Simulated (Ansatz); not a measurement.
System: C$_{6}$H$_{8}$Si.

Input

```
crystal:
  periodic: [false, false, false]
  atoms:
    - {symbol: C, position_ang: [0.211107, 1.342866, -0.705320]}
    - {symbol: C, position_ang: [0.823198, 0.327536, -0.080238]}
    - {symbol: C, position_ang: [0.242022, -0.974926, 0.237083]}
    - {symbol: C, position_ang: [0.932926, -1.957237, 0.876020]}
    - {symbol: C, position_ang: [-1.611660, -2.543170, 0.210321]}
    - {symbol: C, position_ang: [-1.163277, -1.317221, -0.123244]}
    - {symbol: Si, position_ang: [-0.200612, -3.428895, 1.066075]}
    - {symbol: H, position_ang: [-0.824634, 1.283461, -1.048671]}
    - {symbol: H, position_ang: [0.736979, 2.281307, -0.895761]}
    - {symbol: H, position_ang: [1.864004, 0.457262, 0.236629]}
    - {symbol: H, position_ang: [1.970426, -1.813205, 1.185669]}
    - {symbol: H, position_ang: [0.266883, -4.657961, 0.352546]}
    - {symbol: H, position_ang: [-0.487581, -3.803076, 2.485876]}
    - {symbol: H, position_ang: [-2.627776, -2.870692, -0.017964]}
    - {symbol: H, position_ang: [-1.785813, -0.580001, -0.639927]}
basis:
  gaussian:
    orbitals: def2-SVPD
hamiltonian:
  xc: pbe0
output:
  forces: true
  orbitals: {seedname: orbitals}
```

Run with:

```sh
ansatz run input.yaml --threads 2 --pin off --max-ram 5220MiB --events-out events.jsonl --progress --plain --runs-dir runs
```

Geometry: PBE0-D3(BJ)/def2-SVP.

Level of theory: isolated molecule in a Gaussian basis; Kohn-Sham density functional theory, functional PBE0 (Ansatz 0.2.0).

**What can the converged electron density and electron localisation function tell about the bonding?**

C–C (1.34 Å): ρ is about 2.3 e/Å³ halfway; the ELF peaks at about 0.95 between the atoms (a short, multiple covalent bond).
C–Si (1.87 Å): ρ at the midpoint is about 0.96 e/Å³; the ELF peaks at about 0.95 between the atoms: a shared electron pair.
C–H (1.09 Å): ρ is about 1.9 e/Å³ halfway; the ELF climbs to about 1 towards the hydrogen, as it does in any bond to H; a covalent bond by its length.
C–C (1.46 Å): the density is about 1.8 e/Å³ at the midpoint; the ELF peaks at about 0.95 between the atoms (localised, covalent bonding).

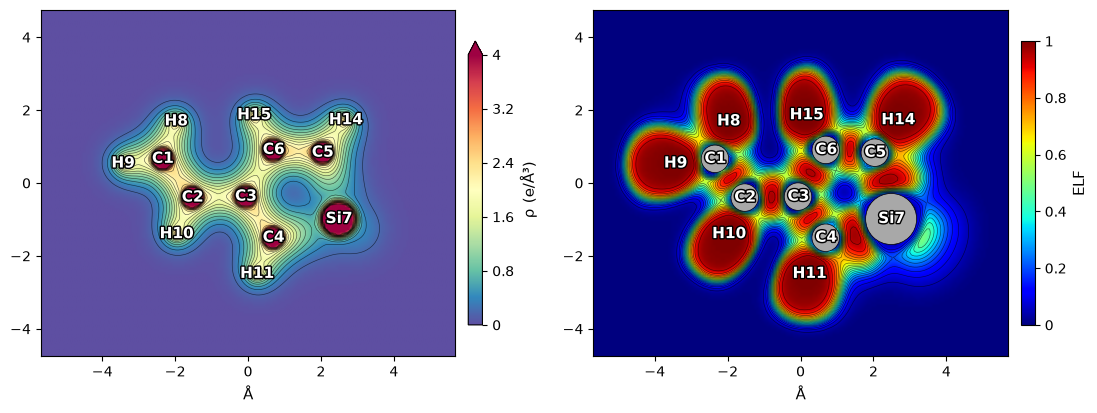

Computed electron density and electron localisation function on the plane of atoms Si7, C5 and H14, in this order. Grey discs cover the atomic cores in the ELF map. 
